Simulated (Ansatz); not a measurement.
```xyz
3

C     0.0000    0.0000   -0.2909
O     0.0000    0.0000   -1.4106
Si    0.0000    0.0000    1.7015
```

Geometry: PBE0-D4/def2-TZVP.

These are results of isolated molecule in a Gaussian basis; Kohn-Sham density functional theory, functional PBE0 in Ansatz, not measurements.

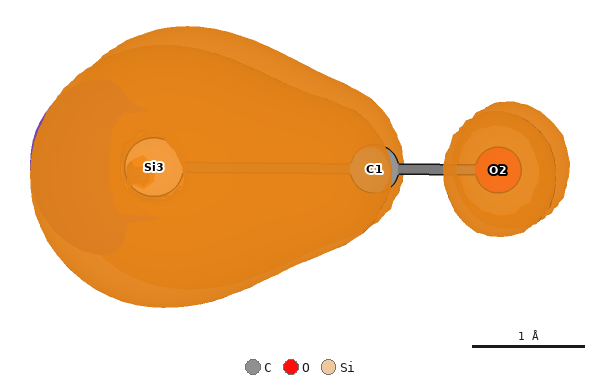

COSi (SMILES [O]C#[Si+]) (charge +1, doublet). Isosurfaces of the spin density (α minus β) at +0.02 (orange) and −0.02 e/Å³ (purple), seen from one side.

**Describe the spin distribution.**

The unpaired spin (1 electron) lies mostly on Si3 (about 0.7), C1 (about 0.2) and O2 (about 0.1), in electrons by Hirshfeld's partition.
